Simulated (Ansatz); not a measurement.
## Molecular dynamics of SiNH₅ (part 3 of 3)

Continued. System: SiNH₅. Method: RHF/def2-TZVP (Ansatz 0.2.0). It belongs to a series of runs on one base structure; here: dynamics from the highest image of the converged band.

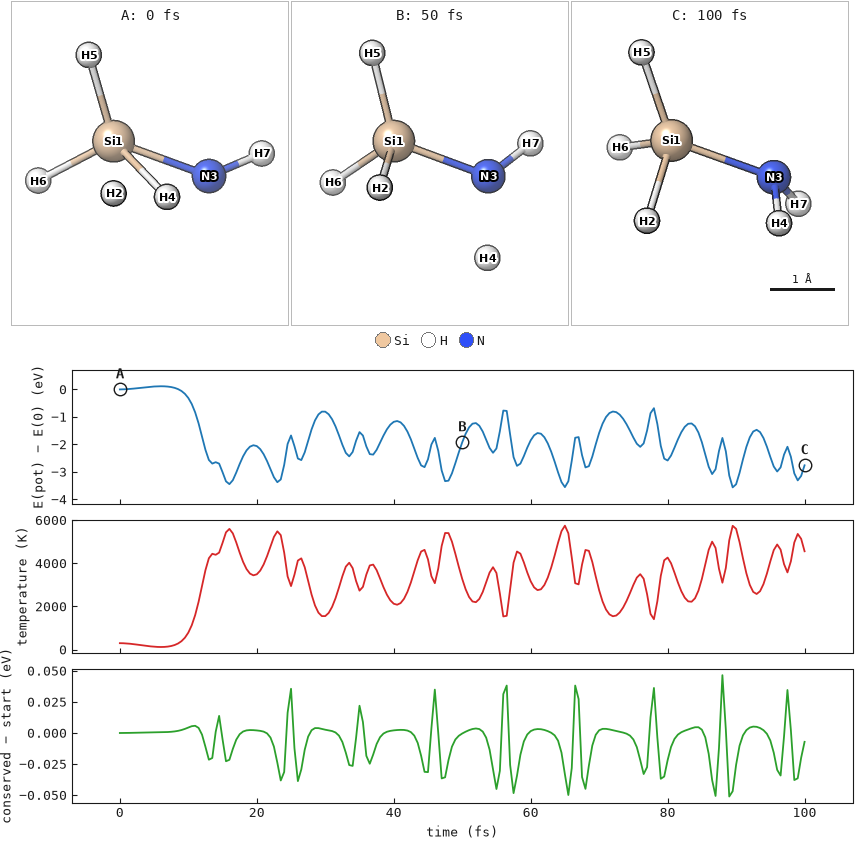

Figure 1. Frames of the molecular dynamics (ball-and-stick, seen at a tilt) above the curves, on which the letters mark them. The trajectory kept here has 201 frames over 100 fs. The temperature starts at 300 K, ranges from 123 to 5746 K and averages 3436 K over the second half. The potential energy ends 2.760 eV below its first value. The conserved quantity stays within 0.098 eV. After an unweighted best fit of the last frame on the first, the root-mean-square displacement is 0.55 Å, and H4 has moved furthest (0.92 Å).

```
Total energy: -9423.12723114 eV, -346.2935385194 hartree
Atom 0 at    -0.557606    -0.195746    -0.027150 Å, force     0.559119    -2.956343     0.059722 eV/Å
Atom 1 at     0.366112    -1.157760     0.950033 Å, force    -2.200975     1.107398    -0.534455 eV/Å
Atom 2 at     0.835545     0.527637    -0.731538 Å, force     3.314872    -0.634436     2.521033 eV/Å
Atom 3 at     1.641435     0.249601     0.060951 Å, force    -2.922791     1.489531    -4.020049 eV/Å
Atom 4 at    -1.774924     0.470606     0.579258 Å, force     1.185133     0.349932     0.084673 eV/Å
Atom 5 at    -1.314428    -1.073394    -1.028526 Å, force     0.638607     0.396740     0.424568 eV/Å
Atom 6 at     1.174132     0.373052    -1.689294 Å, force    -0.573965     0.247178     1.464508 eV/Å
Dipole moment:     0.171102     0.008001    -0.087542 e Å
```

### Trajectory as extended XYZ (Å, eV, eV/Å), 14 of the 201 frames kept, from step=0 to step=200
```
7
Properties=species:S:1:pos:R:3:forces:R:3 step=0 time_fs=0.0 energy=-9420.36702 temperature=300.0
Si   -0.5241   -0.1897   -0.0907    0.0052  -0.0018  -0.0046
H     0.4592   -0.4693    1.3248    0.0014  -0.0001   0.0014
N     0.7944    0.4526   -0.7454   -0.0194   0.0107   0.0011
H     0.9444    0.0134    0.7111    0.0017  -0.0019   0.0018
H    -1.6450    0.5526    0.5205    0.0004  -0.0003   0.0008
H    -0.9971   -1.5611   -0.3504    0.0003   0.0001   0.0004
H     0.9682    1.2018   -1.3699    0.0102  -0.0066  -0.0008
7
Properties=species:S:1:pos:R:3:forces:R:3 step=15 time_fs=7.5 energy=-9420.28125 temperature=168.8
Si   -0.5232   -0.1879   -0.0901   -1.2361  -1.1855   1.0301
H     0.3507   -0.5271    1.2532    0.0859   0.2369   0.2820
N     0.8158    0.4446   -0.7594   -0.0485   0.1368   0.6237
H     0.8882    0.0951    0.6499    0.7441   0.4446  -1.0168
H    -1.6837    0.4836    0.5438    0.1854   0.4798  -0.3513
H    -1.0505   -1.5703   -0.1948    0.1934   0.0914  -0.7495
H     0.9038    1.3166   -1.2401    0.0757  -0.2039   0.1818
7
Properties=species:S:1:pos:R:3:forces:R:3 step=31 time_fs=15.5 energy=-9423.71043 temperature=5438.0
Si   -0.5469   -0.2137   -0.0579   -0.1575  -1.0436   2.9271
H     0.0890   -0.5350    1.2584   -0.4728  -0.2598   0.1452
N     0.8387    0.4387   -0.7523   -0.4845   1.8871  -2.8187
H     1.4746    0.6064   -0.0746    2.4616  -1.0045   2.8105
H    -1.6620    0.6694    0.3449   -0.0994   0.1675  -0.7044
H    -1.0417   -1.5383   -0.4683   -0.0935   0.2904  -0.8000
H     0.8908    1.3944   -1.0422   -1.1539  -0.0370  -1.5597
7
Properties=species:S:1:pos:R:3:forces:R:3 step=46 time_fs=23.0 energy=-9423.74142 temperature=5484.1
Si   -0.5793   -0.2573    0.0122    1.7877   1.3264  -2.1665
H    -0.4193   -0.7144    1.4529   -0.1259   0.1209  -0.9723
N     0.9253    0.5042   -0.7768   -0.8563   0.9706   0.5030
H     1.9434    0.6827   -0.6067   -2.3967  -0.9202   0.2929
H    -1.5955    0.8806   -0.1716    0.5514  -0.8334   0.5632
H    -1.0281   -1.2934   -1.0412    0.2729   0.3354   1.3560
H     0.5479    1.3478   -1.2291    0.7668  -0.9996   0.4237
7
Properties=species:S:1:pos:R:3:forces:R:3 step=62 time_fs=31.0 energy=-9421.45309 temperature=1982.8
Si   -0.5797   -0.2793    0.0472    2.3350   1.9526  -3.8244
H    -0.9069   -0.8689    1.3349    0.6969   0.0692   0.4096
N     0.9385    0.6031   -0.7470    2.8746  -1.8663  -1.3407
H     2.0683    0.1812   -1.2645   -5.7301   1.4263   2.6972
H    -1.3689    0.8328   -0.4151   -0.9711   0.8942   1.0851
H    -0.9415   -1.0480   -1.1053   -0.3736  -1.8395  -0.0487
H     0.4257    1.0444   -1.5352    1.1683  -0.6365   1.0218
7
Properties=species:S:1:pos:R:3:forces:R:3 step=77 time_fs=38.5 energy=-9422.04675 temperature=2898.3
Si   -0.5424   -0.2605    0.0050   -1.8119   1.2516  -1.4690
H    -1.0242   -0.9444    1.2962    1.6284   0.7365  -0.2767
N     0.9268    0.6461   -0.6947    0.4736  -7.7539  -1.0533
H     1.2859   -0.4391   -1.2325   -0.2192   4.4014   2.5209
H    -1.4827    0.9584   -0.0762    0.1224  -1.1314   0.0428
H    -0.9353   -1.4537   -0.9390    0.4579   1.2773   0.5217
H     0.5573    0.9002   -1.5829   -0.6512   1.2183  -0.2864
7
Properties=species:S:1:pos:R:3:forces:R:3 step=92 time_fs=46.0 energy=-9422.12950 temperature=3081.0
Si   -0.5279   -0.2150   -0.0652   -1.8919  -0.0379   4.3557
H    -0.4265   -0.7764    1.3328    0.6837   0.2617  -0.2083
N     0.8649    0.5313   -0.6476   -7.3395  14.0773   4.5340
H     1.1716   -0.2076   -0.8038    8.5849 -14.0817  -5.1023
H    -1.6296    0.6882    0.2710   -0.4265   0.2963  -0.9756
H    -0.8030   -1.4742   -0.6622   -0.5427  -0.6815  -1.4437
H     0.5426    1.1158   -1.3716    0.9320   0.1658  -1.1598
7
Properties=species:S:1:pos:R:3:forces:R:3 step=108 time_fs=54.0 energy=-9422.49625 temperature=3573.7
Si   -0.5528   -0.1890   -0.0641   -0.9515  -4.1290   2.8132
H     0.4398   -0.4584    1.1730   -2.7408  -0.9406   0.1214
N     0.8055    0.4620   -0.6178    7.7081   2.5541  -5.8143
H     1.7228   -0.1170   -0.8959   -3.6918   1.1206   1.9893
H    -1.8940    0.4591    0.1794    0.9999   0.3624  -0.1746
H    -0.8996   -1.4917   -0.8476   -0.0334   0.9507   0.7267
H     1.0068    1.1939   -1.2867   -1.2905   0.0817   0.3383
7
Properties=species:S:1:pos:R:3:forces:R:3 step=123 time_fs=61.5 energy=-9421.97813 temperature=2797.5
Si   -0.5855   -0.2295   -0.0140    2.3565   1.3194  -2.0445
H     0.0972   -0.5981    1.1581   -0.3475  -0.8771   1.7418
N     0.8744    0.5136   -0.7414    4.2834  -0.8992   0.5793
H     2.0958   -0.0669   -0.4208   -5.9486   2.9086  -1.4931
H    -1.8198    0.5352    0.0081   -0.0082   0.9609   0.5564
H    -1.0740   -1.2788   -0.8426   -0.0746  -1.3328  -0.4141
H     1.0316    1.4058   -1.2612   -0.2611  -2.0798   1.0743
7
Properties=species:S:1:pos:R:3:forces:R:3 step=138 time_fs=69.0 energy=-9422.80947 temperature=4063.5
Si   -0.5819   -0.2603    0.0133   -0.3451   0.9055  -0.8137
H    -0.6756   -1.0132    1.5149    1.0389   1.4793  -2.1364
N     0.9534    0.5457   -0.8625    0.0202  -2.9369   4.9406
H     1.6868    0.3584   -0.0184   -1.9714   1.6167  -3.5762
H    -1.5571    0.9272    0.0655    0.4614  -0.9911   0.1239
H    -1.1879   -1.3850   -0.8391    0.6744   0.9065   0.3669
H     0.8641    1.5223   -1.1564    0.1215  -0.9801   1.0949
7
Properties=species:S:1:pos:R:3:forces:R:3 step=154 time_fs=77.0 energy=-9421.86220 temperature=2570.9
Si   -0.5698   -0.2659    0.0203    1.9250   2.9415  -4.0528
H    -0.9483   -0.8698    1.1660    0.6931  -1.5014   3.4347
N     0.9396    0.5032   -0.8702   -5.9989  -1.7842  -2.0866
H     1.4991    0.7864   -0.2356    6.9770   0.0089   5.9412
H    -1.1850    1.0227    0.2020   -1.2851   0.4757  -0.1479
H    -1.0724   -1.2680   -0.8626   -0.4614  -0.2580  -1.1293
H     0.6921    1.4840   -0.7926   -1.8498   0.1175  -1.9592
7
Properties=species:S:1:pos:R:3:forces:R:3 step=169 time_fs=84.5 energy=-9421.93508 temperature=2733.4
Si   -0.5383   -0.2331   -0.0158   -0.7020  -0.7380   1.9759
H    -0.6186   -0.9544    1.4894    0.5401   0.7497  -2.4485
N     0.8650    0.4468   -0.7840    4.6065   0.3591   2.9296
H     1.9595    0.8518   -0.2390   -5.8921  -1.5777  -2.4909
H    -1.3380    1.0558    0.2480   -0.1112  -1.1027  -0.2408
H    -1.0719   -1.0848   -1.1709   -0.1110   0.3887   1.1749
H     0.2150    1.1581   -1.0428    1.6698   1.9210  -0.9003
7
Properties=species:S:1:pos:R:3:forces:R:3 step=185 time_fs=92.5 energy=-9421.89735 temperature=2675.8
Si   -0.5160   -0.2018   -0.0296   -5.0548  -0.7592  -0.0128
H     0.0039   -0.8859    1.0313    0.2066  -1.7116   2.3158
N     0.7650    0.4206   -0.6685   11.9216   5.8971  -5.0623
H     2.0526    0.6655   -0.4839   -6.6109  -1.6593   0.1096
H    -1.6550    0.6894    0.2403    0.0676   0.5109   0.8976
H    -1.2159   -0.8650   -1.1284   -0.0383  -1.0778  -0.1424
H     0.7287    0.9156   -1.5951   -0.4917  -1.2001   1.8945
7
Properties=species:S:1:pos:R:3:forces:R:3 step=200 time_fs=100.0 energy=-9423.12723 temperature=4559.8
Si   -0.5576   -0.1957   -0.0272    0.5591  -2.9563   0.0597
H     0.3661   -1.1578    0.9500   -2.2010   1.1074  -0.5345
N     0.8355    0.5276   -0.7315    3.3149  -0.6344   2.5210
H     1.6414    0.2496    0.0610   -2.9228   1.4895  -4.0200
H    -1.7749    0.4706    0.5793    1.1851   0.3499   0.0847
H    -1.3144   -1.0734   -1.0285    0.6386   0.3967   0.4246
H     1.1741    0.3731   -1.6893   -0.5740   0.2472   1.4645
```

The run was set up as follows.

### Input
```yaml
crystal:
  periodic: [false, false, false]
  atoms:
    - { symbol: Si, position_ang: [-0.524091, -0.189729, -0.090705] }
    - { symbol: H, position_ang: [0.459248, -0.469275, 1.324817] }
    - { symbol: "N", position_ang: [0.794445, 0.452587, -0.745421] }
    - { symbol: H, position_ang: [0.944392, 0.013396, 0.711083] }
    - { symbol: H, position_ang: [-1.64504, 0.55259, 0.52049] }
    - { symbol: H, position_ang: [-0.99712, -1.561148, -0.350395] }
    - { symbol: H, position_ang: [0.968166, 1.201777, -1.369869] }
basis:
  gaussian: { orbitals: def2-TZVP }
hamiltonian:
  xc: hf
md:
  timestep: 0.5
  n_steps: 200
  ensemble: nve
  temperature: 300.0
  initial_velocities: maxwell_boltzmann
  seed: 8963
```

Launched with:
```bash
ansatz run input.yaml --threads 2 --pin off --max-ram 3072MiB --backend cpu --events-out ev --progress --plain --runs-dir out
```

### Key numbers

```tsv
quantity	value
outcome	finished
mean temperature over the second half	3436 K
trajectory	200 steps, 100 fs
ensemble	nve
temperature in the input	300.0 K
time step	0.5 fs
potential energy (last step)	−9423.1272 eV
mean-field energy (last step)	−9423.1272 eV
largest force (length of the vector) (last step)	5.189 eV/Å
hardware	2 threads of Intel Xeon (Granite Rapids), 16 GiB of memory available, shared host
wall time	53 s (CPU time 96 s)
peak memory	0.16 GiB
```

### Notes

So short a trajectory is not equilibrated.
